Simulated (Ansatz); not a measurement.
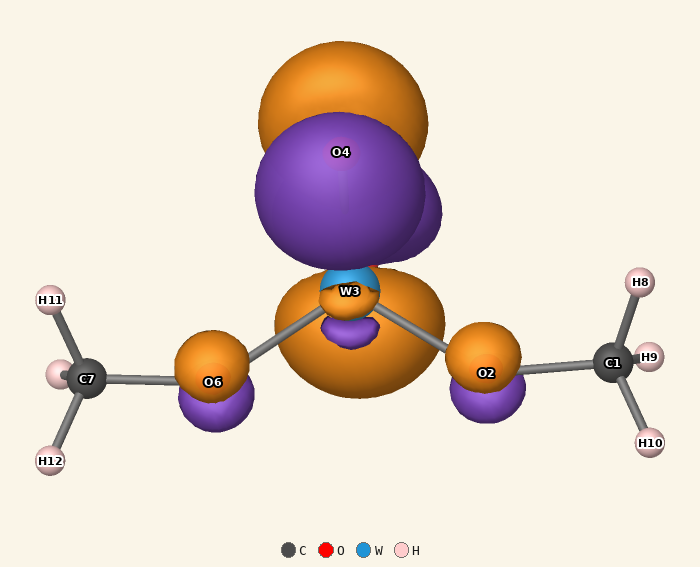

Figure. C₂H₆O₄W (SMILES C[O][W](=[O])(=[O])[O]C). The HOMO at ±0.1 Å⁻³ᐟ² (orange and purple are the two phases), seen at an oblique angle.

Geometry: PBE0-D4/def2-TZVP; core potentials replace the inner electrons of W.

Method: RKS PBE0-D4/def2-TZVPP in Ansatz 0.2.0.

Input

```
crystal:
  periodic: [false, false, false]
  atoms:
    - {symbol: C, position_ang: [0.423635, -2.615532, 1.289088]}
    - {symbol: O, position_ang: [0.220908, -1.508938, 0.445545]}
    - {symbol: W, position_ang: [-0.024626, 0.334770, 0.513468]}
    - {symbol: O, position_ang: [-1.421289, 0.713719, 1.423612]}
    - {symbol: O, position_ang: [1.294915, 1.078872, 1.305693]}
    - {symbol: O, position_ang: [-0.188344, 0.989551, -1.221083]}
    - {symbol: C, position_ang: [-0.389701, 2.193373, -1.919300]}
    - {symbol: H, position_ang: [-0.426742, -2.739474, 1.964627]}
    - {symbol: H, position_ang: [1.337020, -2.485170, 1.875279]}
    - {symbol: H, position_ang: [0.520770, -3.508139, 0.668099]}
    - {symbol: H, position_ang: [-1.341469, 2.646536, -1.630064]}
    - {symbol: H, position_ang: [-0.408435, 1.972027, -2.988161]}
    - {symbol: H, position_ang: [0.423659, 2.893705, -1.712302]}
basis:
  gaussian: {orbitals: def2-TZVPP}
hamiltonian: {xc: pbe0, dispersion: d4}
output: {orbitals: {seedname: orbitals}}
```

Launched as:

```sh
ansatz run in.yaml --threads 2 --pin off --events-out ev --progress --plain --max-ram 22528MiB --backend cuda --devices 0, --max-vram 18GiB
```

### Describe this orbital and give its energy.

By Hirshfeld shares it lies mainly on O4 (about 40 %) and O5 (about 40 %); largely a combination of lone pairs on O4 and O5. Its energy is −8.48 eV.
